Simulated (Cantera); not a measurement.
A closed system holds: 1 mol borazine, 1.8 mol H₂O, 130 mol N₂, equilibrated at 61.0 mbar.

Cantera equilibrium calculation (NASA polynomials, part measured and part estimated; ideal gas, pure solids and liquids). Candidate condensed phases: B, BN, B₂O₃, B₃O₃H₃, H₂O; 39 gas species. The feed counts by its element totals alone. Mutual solubility and eutectic melting of coexisting phases are not modelled. Rates play no part.

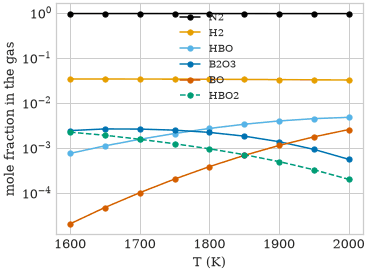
Fig. 1. Equilibrium gas composition (values under 1e-9 drawn at 1e-9)

At 1600 K the condensed part is BN(s) + B₂O₃(l). From 1650 K to 2000 K the condensed part is BN(s). The main B-bearing gas is B₂O₃ at 1600 K and HBO at 2000 K. The share of B in condensed phases is highest at 1600 K (63.8 %) and lowest at 2000 K (43.5 %).
